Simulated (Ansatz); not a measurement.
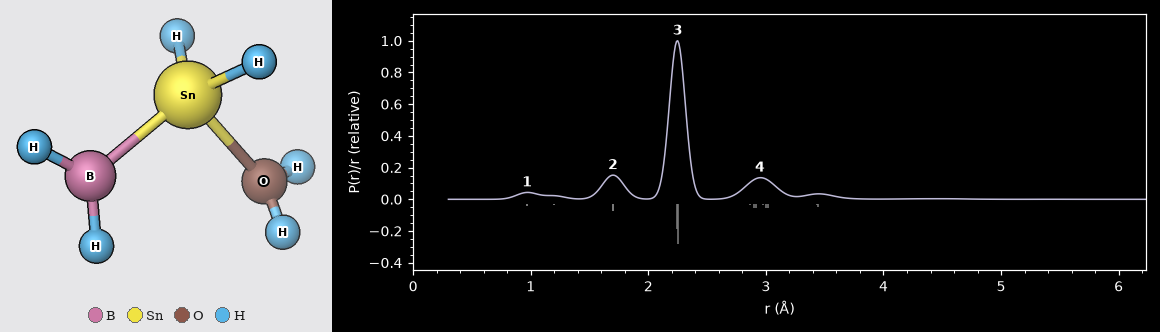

Simulated gas electron diffraction: radial distribution curve of BH₆OSn (charge +1, ignored in the scattering factors). Each pair of atoms contributes with weight ZᵢZⱼ/r (bars below the curve); damping constant 0.001 Å²; vibrational amplitudes assumed, not computed: 0.05 Å for bonds, 0.078 Å for bonds to H, 0.06 + 0.015 r up to 0.15 Å for other pairs. The geometry is the end point of an optimisation (RKS PBE0-D4/def2-SVP in Ansatz); it may be a saddle point or a higher isomer.

Read the positions of the numbered peaks and name the main pairs (– for bonds).

Answer. Peak 1, 0.97 Å: O–H 0.97 Å (×2); in its flanks B–H 1.20 Å
Peak 2, 1.70 Å: Sn–H 1.70 Å (×2)
Peak 3, 2.25 Å: Sn–B 2.24 Å, Sn–O 2.25 Å
Peak 4, 2.95 Å: Sn···H 2.90–3.02 Å (×4), not resolved
